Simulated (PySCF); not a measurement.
Carbon tetrabromide, CBr₄, SMILES BrC(Br)(Br)Br at its B3LYP/def2-SVP optimised geometry (Å):

```
5

Br    -1.3050    -1.8455    -1.5982
C     -0.6524    -0.9228     0.0000
Br     1.3051    -0.9228     0.0000
Br    -1.3049    -1.8456     1.5984
Br    -1.3051     0.9228     0.0000
```

Calculation: B3LYP/def2-TZVP (PySCF). Cells within 0.4 Å of a nucleus heavier than hydrogen are left out (blank, or x).

Map of the log10 of the electron density (e/bohr³), floored at −4 on the plane z = 0.0 Å:

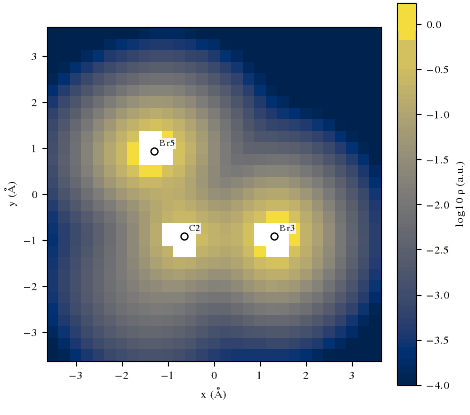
Log10 of the electron density (e/bohr³), floored at −4 on the plane z = 0.0 Å.
